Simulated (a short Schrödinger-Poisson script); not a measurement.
System: MOS inversion layer, Al2O3 on p-type Ge(111), at 300 K.

```csv
layer,material,thickness (nm),Na (cm⁻³)
1,Al2O3,1.9,-
2,Ge,220,3.5e18
```

Constants are typed, rounded textbook-type inputs, not results; the design itself was drawn at random and stands for no fabricated device. Al2O3: permittivity 9, conduction-band edge (eV) 2.65, gap (eV) 6.8, electron mass (mₑ) 0.3. Ge: permittivity 16, conduction-band edge (eV) 0, gap (eV) 0.664, Nv at 300 K (cm⁻³) 6e18.

Channel valleys (confinement mass, in-plane density-of-states mass, number): L1 1.59, 0.08, 1; L3 0.09, 0.34, 3. At the gate the conduction-band edge of layer 1 lies 2.87 eV − eVg above the Fermi level of the channel; the field vanishes at the back. Gaps are held at their typed values at every temperature. Mesh 0.03 nm at interfaces.

Solved with a short Schrödinger-Poisson script written for these runs: 1D Poisson equation in equilibrium, electrons quantum, Hartree (BenDaniel-Duke, 12 states a valley, the channel's in-plane mass for all, wave functions free to enter the dielectric), parabolic valleys, classical holes, full ionisation, no traps, pinning or gate leakage.

Only gate voltages with over 1e8 electrons/cm² are shown.

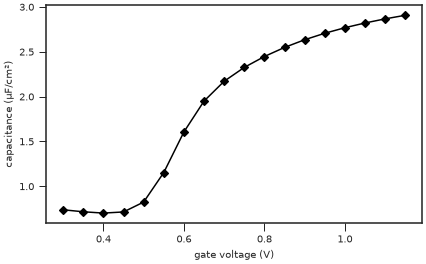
*Quasi-static capacitance against gate voltage*

| Vg (V) | electrons (cm⁻²) | C (μF/cm²) | L1 E0 (meV) | L1 E1 (meV) | L3 E0 (meV) | L3 E1 (meV) |
|---|---|---|---|---|---|---|
| 0.3 | 1.30e8 | 0.738 | 232.2 | 305.2 | 350.1 | 513.8 |
| 0.4 | 2.50e9 | 0.701 | 154.9 | 232.5 | 279.5 | 457.9 |
| 0.5 | 4.72e10 | 0.824 | 77.7 | 159.4 | 208.3 | 399.4 |
| 0.6 | 4.63e11 | 1.61 | 13.0 | 98.7 | 149.0 | 349.7 |
| 0.7 | 1.48e12 | 2.17 | -30.1 | 59.6 | 110.8 | 318.0 |
| 0.8 | 2.81e12 | 2.45 | -62.3 | 32.1 | 84.0 | 296.5 |
| 0.9 | 4.33e12 | 2.63 | -88.4 | 11.6 | 64.1 | 281.5 |
| 1 | 5.97e12 | 2.77 | -110.2 | -4.2 | 48.8 | 271.2 |
| 1.1 | 7.71e12 | 2.87 | -129.3 | -16.6 | 36.7 | 264.1 |

Subbands count from the Fermi level.

Only the L valleys are kept; under strong confinement the Δ valleys of Ge fill too.
